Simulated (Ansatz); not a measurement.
Consider Be$_{2}$As$_{3}$P.

```
Be As P
1.0
     5.38665    0.00000    0.00000
    -2.69332    4.66497    0.00000
     0.00000    0.00000   12.72148
Be As P
6 9 3
Cartesian
  0.0000 3.1100 1.0265
  0.0000 0.0000 5.2669
  2.6934 1.5550 9.5074
  0.0000 3.1100 3.2141
  0.0000 0.0000 7.4545
  2.6934 1.5550 11.6950
  2.6933 3.1100 2.1203
  2.6933 0.0000 6.3607
  0.0000 1.5550 10.6012
  4.0400 0.7775 2.1203
  1.3467 2.3325 6.3607
  -1.3466 3.8875 10.6012
  1.3466 0.7775 2.1203
  -1.3467 2.3325 6.3607
  1.3467 3.8875 10.6012
  0.0000 0.0000 0.0000
  2.6934 1.5550 4.2405
  0.0000 3.1100 8.4810
```

Space group R-3m; a structure from a database of computed crystals, not necessarily the ambient phase; started from the Mg2Ni3P-166 prototype, which need not be the ambient phase.

Level of theory: DFT, r2SCAN+rVV10, plane waves, PAW (Ansatz 0.2.0).

Q: What will maps of the valence pseudo-density and electron localisation function show?

A: Be–Be (2.19 Å): ρ at the midpoint is about 0.3 e/Å³; the ELF peaks at about 0.90 between the atoms (localised, covalent bonding).

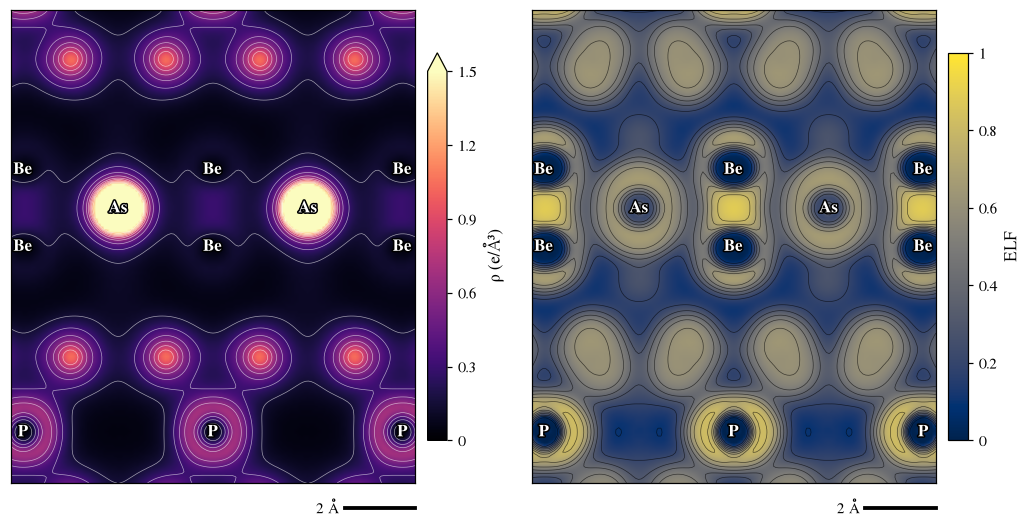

Computed valence pseudo-density and electron localisation function on the (100) plane of the conventional cell, in this order. Atoms just off the plane (As, 0.8 Å away) can leave unmarked features too.

Core electrons are frozen (PAW), and the valence fields are smoothed inside the atomic spheres.
